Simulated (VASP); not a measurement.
# A VASP study of AlInBi (LAK): structure first, properties next, part 3 of 3

Wanted: the relaxed cell of AlInBi and its properties. The cell is invented: it takes the structure of a Materials Project entry for In2Bi (space group 187 there), with some of its atoms replaced by other elements, volume scaled by an estimate. It may not be a known or stable phase.

VASP 6.6.1; LAK; plane waves and PAW (Bi_d, In_d, Al); invented cell.

Still holding for the runs below: This run has no spin polarisation. Its electron count is odd, so without a moment it is a metal by construction. The k-mesh is coarse for a metal.

So far. Step 3 (Full relaxation (LAK)): It ends with forces that vanish by symmetry and a pressure of 0.03 GPa. Step 4 (Single point with fields (LAK)): In this run the pressure is 0.01 GPa, small enough to go on. The relaxed cell has a = 5.375, c = 3.314 Å (conventional setting).

## Step 5: Band structure (LAK)

Levels along the symmetry lines show where the bands peak and cross; KPOINTS_OPT computes them in the converged potential.

Input file INCAR:

```
SYSTEM = AlInBi
PREC = Accurate
ENCUT = 400
EDIFF = 1E-06
NELM = 100
ISMEAR = -1
SIGMA = 0.05
LREAL = .FALSE.
ALGO = Normal
METAGGA = LAK
LASPH = .TRUE.
NBANDS = 28
LORBIT = 11
LWAVE = .FALSE.
LCHARG = .FALSE.
```

Input file POSCAR:

```
AlInBi
1.0
    5.3746310547      0.0000000000      0.0000000000
   -2.6873155273      4.6545666736      0.0000000000
    0.0000000000      0.0000000000      3.3144239153
Bi In Al
1 1 1
Direct
    0.6666666700      0.3333333300      0.5000000000
    0.3333333300      0.6666666700      0.0000000000
    0.0000000000      0.0000000000      0.5000000000
```

Input file KPOINTS:

```
Automatic mesh
0
Gamma
5 5 7
0 0 0
```

Input file KPOINTS_OPT:

```
Line mode
16
Line-mode
Reciprocal
  0.00000000   0.00000000   0.00000000 GAMMA
  0.50000000   0.00000000   0.00000000 M

  0.50000000   0.00000000   0.00000000 M
  0.33333333   0.33333333   0.00000000 K

  0.33333333   0.33333333   0.00000000 K
  0.00000000   0.00000000   0.00000000 GAMMA

  0.00000000   0.00000000   0.00000000 GAMMA
  0.00000000   0.00000000   0.50000000 A

  0.00000000   0.00000000   0.50000000 A
  0.50000000   0.00000000   0.50000000 L

  0.50000000   0.00000000   0.50000000 L
  0.33333333   0.33333333   0.50000000 H

  0.33333333   0.33333333   0.50000000 H
  0.00000000   0.00000000   0.50000000 A

  0.50000000   0.00000000   0.50000000 L
  0.50000000   0.00000000   0.00000000 M

  0.33333333   0.33333333   0.00000000 K
  0.33333333   0.33333333   0.50000000 H
```

The projector-augmented-wave data sets are Bi_d, In_d and Al (PBE family, release 64).

On the command line:

```
$ mpirun -np 1 vasp_std
```

The log of the run:

```text
[... set-up lines as in an earlier step ...]
 entering main loop
       N       E                     dE             d eps       ncg     rms          rms(c)
DAV:   1     0.351463670737E+03    0.35146E+03   -0.12383E+04  1120   0.107E+03
DAV:   2     0.917964384339E+02   -0.25967E+03   -0.24845E+03  1120   0.323E+02
DAV:   3     0.687458796775E+02   -0.23051E+02   -0.22729E+02  1336   0.109E+02
DAV:   4     0.679064232379E+02   -0.83946E+00   -0.83813E+00  1464   0.222E+01
DAV:   5     0.678664174965E+02   -0.40006E-01   -0.40002E-01  1628   0.432E+00    0.704E+00
DAV:   6     0.805964133480E+02    0.12730E+02   -0.89338E+00  1448   0.376E+01    0.240E+00
DAV:   7     0.806770527639E+02    0.80639E-01   -0.22551E-01  1308   0.493E+00    0.285E+00
DAV:   8     0.806747941837E+02   -0.22586E-02   -0.71492E-02  1420   0.240E+00    0.260E+00
DAV:   9     0.806634598326E+02   -0.11334E-01   -0.47101E-02  1244   0.183E+00    0.116E+00
DAV:  10     0.806678985863E+02    0.44388E-02   -0.12822E-02  1424   0.130E+00    0.580E-01
DAV:  11     0.806683844051E+02    0.48582E-03   -0.25818E-03  1412   0.485E-01    0.418E-01
DAV:  12     0.806681942152E+02   -0.19019E-03   -0.75131E-04  1452   0.330E-01    0.481E-02
DAV:  13     0.806682405966E+02    0.46381E-04   -0.77924E-05  1416   0.603E-02    0.775E-02
DAV:  14     0.806681567885E+02   -0.83808E-04   -0.27864E-05  1376   0.331E-02    0.162E-02
DAV:  15     0.806681644136E+02    0.76251E-05   -0.35447E-06  1384   0.146E-02    0.172E-02
DAV:  16     0.806681767343E+02    0.12321E-04   -0.65884E-07   780   0.591E-03    0.542E-03
DAV:  17     0.806681736762E+02   -0.30581E-05   -0.24129E-06  1152   0.128E-02    0.381E-03
DAV:  18     0.806681706813E+02   -0.29949E-05   -0.21024E-07   676   0.368E-03    0.416E-03
DAV:  19     0.806681716229E+02    0.94159E-06   -0.51628E-08   680   0.174E-03
   1 F= 0.80668172E+02 E0= 0.80674082E+02  d E =-.118209E-01
 Start KPOINTS_OPT (optional k-point list driver)
k-point batch [1-20\144]
       N       E                     dE             ncg
DAV:   1     0.941358379674E+03   -0.49500E+04     1120
DAV:   2    -0.425126641660E+04   -0.51926E+04     1128
DAV:   3    -0.478619373144E+04   -0.53493E+03     1428
DAV:   4    -0.480516015864E+04   -0.18966E+02     1392
DAV:   5    -0.480626886656E+04   -0.11087E+01     1820
DAV:   6    -0.480628489810E+04   -0.16032E-01     1560
DAV:   7    -0.480628543656E+04   -0.53846E-03     1852
DAV:   8    -0.480628545014E+04   -0.13577E-04     1508
DAV:   9    -0.480628545051E+04   -0.37378E-06      996
[...]
k-point batch [141-144\144]
       N       E                     dE             ncg
DAV:   1     0.103466156904E+05   -0.35788E+04      224
DAV:   2     0.931551423754E+04   -0.10311E+04      224
DAV:   3     0.921127776558E+04   -0.10424E+03      264
DAV:   4     0.920749093703E+04   -0.37868E+01      312
DAV:   5     0.920735171046E+04   -0.13923E+00      344
DAV:   6     0.920734977292E+04   -0.19375E-02      348
DAV:   7     0.920734972992E+04   -0.42996E-04      340
DAV:   8     0.920734972851E+04   -0.14133E-05      296
DAV:   9     0.920734972843E+04   -0.75101E-07      204
```

Wall time 5.6 min (1 MPI rank of AMD EPYC 9R45, shared host); peak memory 0.18 GiB.

From OUTCAR (step 5):

```text
   k-points           NKPTS =     20   k-points in BZ     NKDIM =     20   number of bands    NBANDS=     28

   NELECT =      31.0000    total number of electrons

 E-fermi :   7.0398

 k-point     1 :       0.0000    0.0000    0.0000
  band No.  band energies     occupation
    ...
     13       3.9321      2.00000
     14       3.9322      2.00000
     15       4.3005      2.00000
     16       5.6425      2.00000
     17       5.6425      2.00000
     18       9.9902      0.00000
     19      13.6621      0.00000
     20      15.0629      0.00000
     21      16.3269      0.00000
     22      16.3269      0.00000
    ...

  Total       -0.0032060     -0.0032060      0.0211747     -0.0000000      0.0000000      0.0000000
  in kB       -0.0619488     -0.0619488      0.4091590     -0.0000000      0.0000000      0.0000000
  external PRESSURE =       0.0950872 kB  Pullay stress =       0.0000000 kB

 POSITION                                       TOTAL-FORCE (eV/Angst)
 -----------------------------------------------------------------------------------
      2.68732      1.55152      1.65721        -0.000000      0.000000      0.000000
     -0.00000      3.10304      0.00000         0.000000      0.000000      0.000000
      0.00000      0.00000      1.65721         0.000000      0.000000      0.000000
 -----------------------------------------------------------------------------------
    total drift:                               -0.000005      0.000001      0.000000

  FREE ENERGIE OF THE ION-ELECTRON SYSTEM (eV)
  ---------------------------------------------------
  free  energy   TOTEN  =        80.6681716229 eV

  energy  without entropy=       80.6799925045  energy(sigma->0) =       80.67408206

[... 8 parts as in an earlier step ...]

[... 8 further parts left out ...]
```

Spin-orbit coupling is off here; with elements this heavy it splits and shifts levels by tenths of an eV or more.

This step gave:

| Property | Result |
| --- | --- |
| SCF cycles | 19 |
| bands | 28 |
| pressure | 0.009509 GPa |

The electronic bands at the labelled points (eV, zero at the Fermi level; # counts the bands kept, so #1 is VASP's band 12):

```
    point     #2     #3     #4     #5     #6    #7    #8    #9
        Γ  -3.11  -3.11  -2.74  -1.40  -1.40  2.95  6.62  8.02
        M  -5.17  -4.43   1.44   2.23   2.89  3.90  4.15  5.25
        K  -7.22  -0.76  -0.62  -0.20   4.05  5.50  5.57  6.12
        Γ  -3.11  -3.11  -2.74  -1.40  -1.40  2.95  6.62  8.02
        A  -2.57  -1.24  -1.24  -1.02   0.95  1.04  2.27  2.27
        L  -4.68  -3.54  -1.91  -1.48  -0.96  1.27  3.99  5.25
        H  -4.36  -3.91  -3.41  -2.33   1.90  2.68  2.69  3.54
        A  -2.57  -1.24  -1.24  -1.02   0.95  1.04  2.27  2.27
jump to L  -4.68  -3.54  -1.91  -1.48  -0.96  1.27  3.99  5.25
        M  -5.17  -4.43   1.44   2.23   2.89  3.90  4.15  5.25
jump to K  -7.22  -0.76  -0.62  -0.20   4.05  5.50  5.57  6.12
        H  -4.36  -3.91  -3.41  -2.33   1.90  2.68  2.69  3.54
```

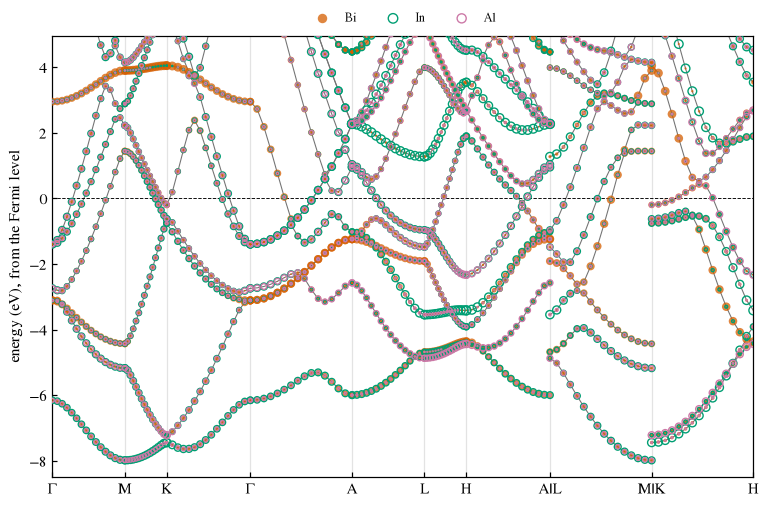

Electronic bands along the path; dots are coloured as in the legend, and their area grows with the weight.

There is no gap at this level.

## Step 6: Density of states (LAK)

A density of states needs more k-points than a total energy; ISMEAR = -5 takes tetrahedra, and LORBIT projects the states on the PAW spheres. The mesh is finer than in the run before.

INCAR: that of step 5 with these lines changed.

```diff
@@ -5,3 +5,3 @@
 NELM = 100
-ISMEAR = -1
+ISMEAR = -5
 SIGMA = 0.05
@@ -15 +15,2 @@
 LCHARG = .FALSE.
+NEDOS = 2001
```

POSCAR is that of step 5.

Input file KPOINTS:

```
Automatic mesh
0
Gamma
7 7 10
0 0 0
```

On the command line:

```
$ mpirun -np 1 vasp_std
```

The log of the run:

```text
[... set-up lines as in an earlier step ...]
 entering main loop
       N       E                     dE             d eps       ncg     rms          rms(c)
DAV:   1     0.355017013913E+03    0.35502E+03   -0.12433E+04  2704   0.107E+03
DAV:   2     0.931237477832E+02   -0.26189E+03   -0.24956E+03  2728   0.329E+02
DAV:   3     0.688126421749E+02   -0.24311E+02   -0.23921E+02  3272   0.112E+02
DAV:   4     0.679298255373E+02   -0.88282E+00   -0.88229E+00  3452   0.227E+01
DAV:   5     0.678877169319E+02   -0.42109E-01   -0.42230E-01  3876   0.451E+00    0.704E+00
DAV:   6     0.806410979148E+02    0.12753E+02   -0.88910E+00  3464   0.374E+01    0.239E+00
DAV:   7     0.807197914267E+02    0.78694E-01   -0.23182E-01  3048   0.497E+00    0.281E+00
DAV:   8     0.807206064917E+02    0.81506E-03   -0.71333E-02  3412   0.235E+00    0.260E+00
DAV:   9     0.807093765363E+02   -0.11230E-01   -0.48669E-02  3052   0.191E+00    0.113E+00
DAV:  10     0.807140519904E+02    0.46755E-02   -0.13456E-02  3388   0.133E+00    0.586E-01
DAV:  11     0.807142599714E+02    0.20798E-03   -0.27113E-03  3552   0.495E-01    0.506E-01
DAV:  12     0.807141600564E+02   -0.99915E-04   -0.81728E-04  3472   0.341E-01    0.740E-02
DAV:  13     0.807143036150E+02    0.14356E-03   -0.97785E-05  3244   0.714E-02    0.668E-02
DAV:  14     0.807141980645E+02   -0.10555E-03   -0.23250E-05  3208   0.251E-02    0.112E-02
DAV:  15     0.807141844853E+02   -0.13579E-04   -0.19155E-06  3152   0.773E-03    0.854E-03
DAV:  16     0.807141714611E+02   -0.13024E-04   -0.13543E-06  2644   0.892E-03    0.625E-03
DAV:  17     0.807141575228E+02   -0.13938E-04   -0.94720E-07  2264   0.755E-03    0.686E-03
DAV:  18     0.807141543851E+02   -0.31377E-05   -0.26743E-07  1640   0.513E-03    0.821E-04
DAV:  19     0.807141555225E+02    0.11374E-05   -0.10140E-07  1620   0.287E-03    0.296E-03
DAV:  20     0.807141559022E+02    0.37971E-06   -0.47580E-08  1608   0.148E-03
   1 F= 0.80714156E+02 E0= 0.80714156E+02  d E =0.000000E+00
 -----------------------------------------------------------------------------
|                                                                             |
|           W    W    AA    RRRRR   N    N  II  N    N   GGGG   !!!           |
|           W    W   A  A   R    R  NN   N  II  NN   N  G    G  !!!           |
|           W    W  A    A  R    R  N N  N  II  N N  N  G       !!!           |
|           W WW W  AAAAAA  RRRRR   N  N N  II  N  N N  G  GGG   !            |
|           WW  WW  A    A  R   R   N   NN  II  N   NN  G    G                |
|           W    W  A    A  R    R  N    N  II  N    N   GGGG   !!!           |
|                                                                             |
|     Tetrahedron method does not include variations of the Fermi             |
|     occupations, so forces and stress will be inaccurate. We suggest        |
|     using a different smearing scheme ISMEAR = 1 or 2 for metals in         |
|     relaxations.                                                            |
|                                                                             |
 -----------------------------------------------------------------------------
```

Wall time 3.7 min (1 MPI rank); peak memory 0.19 GiB.

OUTCAR, selected parts (step 6):

```text
   k-points           NKPTS =     48   k-points in BZ     NKDIM =     48   number of bands    NBANDS=     28

   NELECT =      31.0000    total number of electrons

 E-fermi :   6.8875

 k-point     1 :       0.0000    0.0000    0.0000
  band No.  band energies     occupation
    ...
     13       3.9591      2.00000
     14       3.9592      2.00000
     15       4.2532      2.00000
     16       5.6549      2.00000
     17       5.6549      2.67914
     18      10.0105      0.00000
     19      13.6751      0.00000
     20      15.0689      0.00000
     21      16.3122      0.00000
     22      16.3122      0.00000
    ...

  Total        0.2956397      0.2956397      0.4249373      0.0000000      0.0000000      0.0000000
  in kB        5.7126476      5.7126468      8.2110655      0.0000000      0.0000000      0.0000000
  external PRESSURE =       6.5454533 kB  Pullay stress =       0.0000000 kB

 POSITION                                       TOTAL-FORCE (eV/Angst)
 -----------------------------------------------------------------------------------
      2.68732      1.55152      1.65721        -0.000000     -0.000000      0.000000
     -0.00000      3.10304      0.00000         0.000000     -0.000000      0.000000
      0.00000      0.00000      1.65721        -0.000000      0.000000      0.000000
 -----------------------------------------------------------------------------------
    total drift:                               -0.000006      0.000002      0.000000

  FREE ENERGIE OF THE ION-ELECTRON SYSTEM (eV)
  ---------------------------------------------------
  free  energy   TOTEN  =        80.7141559022 eV

  energy  without entropy=       80.7141559022  energy(sigma->0) =       80.71415590

[... 6 parts as in an earlier step ...]

[... 10 further parts left out ...]
```

With tetrahedra the forces and stress of a metal are not exact derivatives of the energy.

This step gave:

| Property | Result |
| --- | --- |
| SCF cycles | 20 |
| irreducible k-points | 48 |
| free energy (TOTEN) | 80.7142 eV |
| Fermi energy | 6.888 eV |
| pressure | 0.6545 GPa |
| DOS at the Fermi level | 1.261 states/eV/cell |

The density of states has structure finer than the step of the table below, so its rows give means over 1 eV, whole bins alone (the curve runs from -12.0 to 7.98 eV). Peaks (eV: height): total 4.7: 2.63, 5.1: 2.43, 6.7: 2.27, 7.3: 2.98; Bi p -2.6: 0.354, -1.9: 0.349, -0.5: 0.364, 3.4: 0.343; In p 4.7: 0.377, 5.1: 0.382, 6.1: 0.409, 7.3: 0.343; In s -7.4: 0.237, -5.3: 0.401, -4.4: 0.178, -1.3: 0.161; Al p 4.9: 0.234, 5.1: 0.217, 6.6: 0.214, 7.3: 0.169.

States under -12.0 eV and over 8.0 eV are left out. Table of density of states by energy, zero at the Fermi level; means over each step; values in states/eV/cell:

```
energy (eV)    total     Bi p     In p     In s     Al p     Al s     Bi s
        -11    0.788  0.00415  0.00337  0.00269  0.00218  0.00460    0.548
        -10  0.00302   4.9e-6   2.8e-6        0   1.0e-5   2.7e-6  0.00224
         -9        0        0        0        0        0        0        0
         -8    0.111  0.00798  0.00115   0.0252   5.7e-4  0.00873  0.00141
         -7    0.774   0.0522   0.0116    0.172  0.00478   0.0613   0.0285
         -6    0.889   0.0604   0.0232    0.174  0.00917   0.0751   0.0421
         -5     1.09   0.0965   0.0336    0.194   0.0151   0.0906   0.0268
         -4     1.07    0.146   0.0475    0.118   0.0161   0.0948   0.0176
         -3     1.45    0.271   0.0813    0.124   0.0443   0.0463   0.0211
         -2     1.47    0.293   0.0724    0.138   0.0516   0.0443   0.0197
         -1     1.50    0.261   0.0882    0.115   0.0734   0.0459   0.0208
          0     1.44    0.230    0.116   0.0747   0.0808   0.0357   0.0226
          1     1.39    0.185    0.160   0.0463   0.0753   0.0444   0.0221
          2     1.87    0.257    0.271   0.0370   0.0833   0.0615   0.0217
          3     1.77    0.269    0.254   0.0361   0.0896   0.0538   0.0160
          4     1.54    0.185    0.194   0.0388    0.121   0.0300   0.0144
          5     2.28    0.210    0.346   0.0339    0.205   0.0287   0.0155
          6     1.99    0.180    0.340   0.0192    0.192   0.0177   0.0113
          7     1.87    0.130    0.271   0.0165    0.132   0.0132  0.00531
```

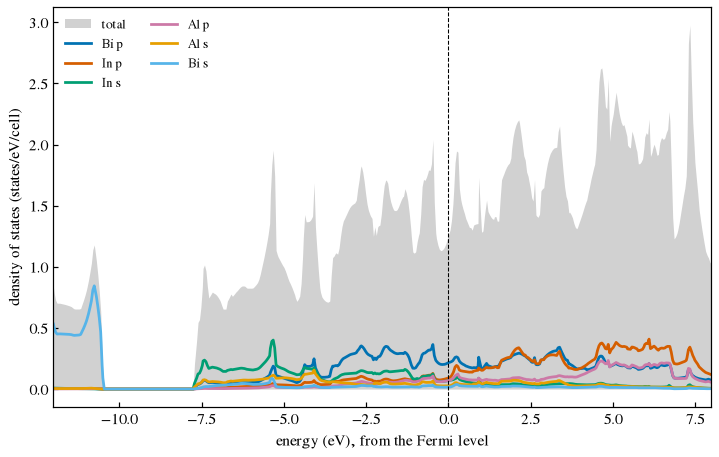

Density of states, plotted against energy.

The finer mesh and the other smearing move the Fermi level by -0.15 eV from the 5×5×7 run, one measure of the sampling error in the zero of the bands above. Of the states within 0.3 eV of the Fermi level, the largest shares in the PAW spheres are Bi p 16 %, In p 8 % and Al p 6 %. The rest lies in smaller channels or between the spheres.

## Step 7: Vibrations at Γ (LAK)

Zone-centre modes test whether the atoms sit at a minimum within this cell. IBRION = 6 takes the force constants from differences of forces between displaced cells, so the forces must be tight.

Input file INCAR:

```
SYSTEM = AlInBi
PREC = Accurate
ENCUT = 400
EDIFF = 1E-08
NELM = 100
ISMEAR = 1
SIGMA = 0.2
LREAL = .FALSE.
ALGO = Normal
METAGGA = LAK
LASPH = .TRUE.
NBANDS = 21
LORBIT = 11
LWAVE = .FALSE.
LCHARG = .FALSE.
IBRION = 6
NFREE = 2
POTIM = 0.015
ISIF = 2
NSW = 1
```

POSCAR is that of step 6.

Input file KPOINTS:

```
Automatic mesh
0
Gamma
8 8 12
0 0 0
```

On the command line:

```
$ mpirun -np 1 vasp_std
```

The log of the run:

```text
[... set-up lines as in an earlier step ...]
 entering main loop
       N       E                     dE             d eps       ncg     rms          rms(c)
DAV:   1     0.332896334578E+03    0.33290E+03   -0.13250E+04  2940   0.143E+03
DAV:   2     0.878800544333E+02   -0.24502E+03   -0.23957E+03  2960   0.385E+02
DAV:   3     0.685770177698E+02   -0.19303E+02   -0.18943E+02  3616   0.129E+02
DAV:   4     0.679175934516E+02   -0.65942E+00   -0.65842E+00  3693   0.267E+01
[...]
DAV:  22     0.806953796236E+02    0.21688E-06   -0.46221E-09  1755   0.514E-04    0.175E-04
DAV:  23     0.806953793665E+02   -0.25712E-06   -0.13750E-09  1715   0.317E-04    0.159E-04
DAV:  24     0.806953793569E+02   -0.95711E-08   -0.49242E-10  1670   0.220E-04
   1 F= 0.80695379E+02 E0= 0.80694862E+02  d E =0.155063E-02
[... from here on, the cycles between the ionic steps are left out ...]
   2 F= 0.80695643E+02 E0= 0.80695129E+02  d E =0.154101E-02
   3 F= 0.80695643E+02 E0= 0.80695129E+02  d E =0.154098E-02
   4 F= 0.80695390E+02 E0= 0.80694873E+02  d E =0.154975E-02
   5 F= 0.80695390E+02 E0= 0.80694873E+02  d E =0.154973E-02
   6 F= 0.80695577E+02 E0= 0.80695063E+02  d E =0.154308E-02
 Finite differences progress:
  Degree of freedom:   3/  6
  Displacement:        1/  2
  Total:               5/ 12
[...]
N       E                     dE             d eps       ncg     rms          rms(c)
DAV:   1     0.807220379171E+02    0.26461E-01   -0.25311E+00 10721   0.656E+00    0.512E-01
DAV:   2     0.806958560177E+02   -0.26182E-01   -0.11494E-01 12711   0.218E+00    0.234E-01
DAV:   3     0.806960671526E+02    0.21113E-03   -0.56627E-03 11138   0.471E-01    0.142E-01
DAV:   4     0.806959802654E+02   -0.86887E-04   -0.29425E-04 13897   0.123E-01    0.128E-01
[...]
DAV:   8     0.806955736462E+02   -0.11109E-04   -0.27428E-05 10646   0.349E-02    0.124E-02
DAV:   9     0.806955700041E+02   -0.36421E-05   -0.61029E-06 13828   0.174E-02    0.164E-02
DAV:  10     0.806955784502E+02    0.84461E-05   -0.28339E-06 10606   0.121E-02    0.744E-03
 hard stop encountered!  aborting job ...
 -----------------------------------------------------------------------------
|                                                                             |
|           W    W    AA    RRRRR   N    N  II  N    N   GGGG   !!!           |
|           W    W   A  A   R    R  NN   N  II  NN   N  G    G  !!!           |
|           W    W  A    A  R    R  N N  N  II  N N  N  G       !!!           |
|           W WW W  AAAAAA  RRRRR   N  N N  II  N  N N  G  GGG   !            |
|           WW  WW  A    A  R   R   N   NN  II  N   NN  G    G                |
|           W    W  A    A  R    R  N    N  II  N    N   GGGG   !!!           |
|                                                                             |
|     The electronic self-consistency was not achieved in the given           |
|     number of steps (NELM). The forces and other quantities evaluated       |
|     might not be reliable so examine the results carefully. If you find     |
|     spurious results, we suggest increasing NELM, if you were close to      |
|     convergence or switching to a different ALGO or adjusting the           |
|     density mixing parameters otherwise.                                    |
|                                                                             |
 -----------------------------------------------------------------------------

 soft stop encountered!  aborting job ...
```

It took 67 min on 1 MPI rank.

The run was stopped at its time limit, by a STOPCAR file.

More ranks or a longer limit would be the way on.

## Step 8: Results

| Quantity | Value |
| --- | --- |
| relaxed volume | 27.64 Å³/atom |
| relaxed conventional cell a, b, c | 5.375, 5.375, 3.314 Å; angles 90.0, 90.0, 120.0° |
| space group after relaxing, within 0.02 Å | P-6m2 (No. 187) |
| band gap | none, a metal |
| DOS at the Fermi level | 1.26 states/eV/cell |

With LAK, AlInBi relaxes to 27.64 Å³/atom in space group P-6m2 (held by the symmetry of the run) and comes out as a metal. Not obtained: vibrations at Γ (LAK), because the run hit its time limit. Band structure (LAK): Of the bands kept, 4 cross the Fermi level on this path. Spin-orbit coupling is left out, and with elements this heavy it would split and shift bands near the Fermi level. The k-sampling is coarse for a metal, so the Fermi level, pressures and the shape of the cell carry errors. With an odd electron count and no spin the cell is a metal by construction. No search among competing phases was made. All values are for a static lattice at zero temperature.

[Lines on the potential files, build, host, timing and source positions are cut from VASP's logs without a mark.]

[Logs are printed without paths, hosts, clocks, repeated set-up lines and the standing remarks that a program may print on its own settings, such as how far it seeks lower states.]

[Hosts, paths, dates, database ids (printed as entryN), source tags and the programs' standing remarks are cut or masked in the printed files.]

[A measured line is paired with the nearest computed mode of its activity, which favours agreement.]
